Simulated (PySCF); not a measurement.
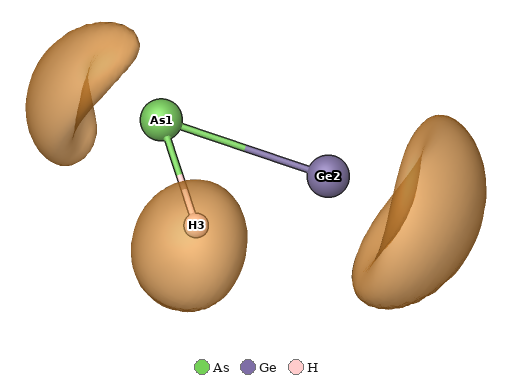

*AsGeH (SMILES [Ge]=[AsH]). Isosurface of the ELF at 0.85 (orange), seen at a tilt. Core shells and regions of very low density are left out.*

Geometry: BLYP-D3(BJ)/def2-SVP.

Theory: Gaussian-basis quantum chemistry of an isolated molecule with PySCF, energy and nuclear gradient, functional PBE0 (PySCF).

**What do the ELF domains correspond to?**

The ELF exceeds this value in one region around a hydrogen nucleus, one lobe on As, pointing away from the bonds (lone pairs) and one lobe on Ge, pointing away from the bonds (lone pairs).

Values along the shortest contacts:
Ge–As (2.28 Å): the ELF peaks at about 0.65 in the valence shell of As, 1.1 Å from its nucleus, and is about 0.65 at the midpoint. As–H (1.62 Å): the ELF climbs to about 1 towards the hydrogen, as it does in any bond to H.
